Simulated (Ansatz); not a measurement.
# Gate voltage at the highest density: 1T-HfO2 under 2H-MoSSe, AA'

A layer charged from two gates alike needs a voltage that grows with the carrier density; the slope is e over the total capacitance.

Set-up. Ansatz 0.2.0, plane waves with PAW datasets (its set soft_2), PBE-D3(BJ); isolated slab, charged sheets 5 Å from the outer atoms behind model barriers, atoms held, Fermi-Dirac smearing of 0.05 eV. The voltage is that of the gates (their mean) against the layer's Fermi level, from the uncharged case, which has a gap of 1.61 eV.

```
  run  added electrons (10¹³ per cm²)  gate voltage (V)
run 1                            0.50              0.91
run 2                            2.00              1.65
run 3                            6.00                 ?
```

Q: Estimate the withheld value from the rows shown.

Two rows fix a line: slope = (1.65 − 0.91) / (2.00 − 0.50) = 0.4933, intercept 0.6634. The capacitance is 1.602/0.4933 = 3.25 µF/cm², against 3.54 µF/cm² for plates 5 Å apart in vacuum on both sides. The intercept is mostly the shift of the Fermi level from inside the gap to the band edge. At 6.00 it gives 0.4933 × 6.00 + 0.6634 = 3.62 V, beyond the rows fitted. Rounding of the rows alone allows about ±0.032 V there; two rows can't show whether the line holds.

The run itself gives 3.38 V: a miss of −0.24 V, or 7.1 % of the value. The capacitance rises towards the highest density.

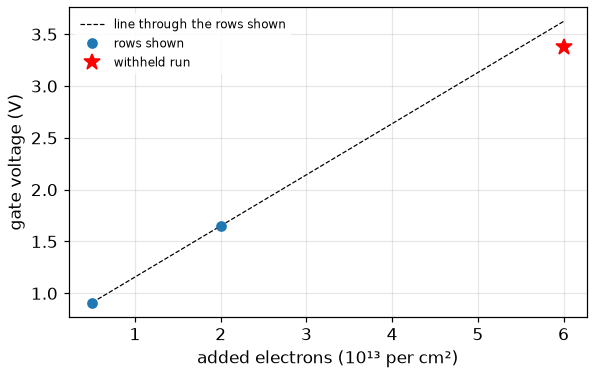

The fit and the withheld run.

**Limits.** The gates are model sheets, not atoms, and low densities sample few k-points. Spin-orbit coupling is left out, which changes the bands of elements this heavy.

[Logs are printed without paths, hosts, clocks, repeated set-up lines and the standing remarks that a program may print on its own settings, such as how far it seeks lower states.]
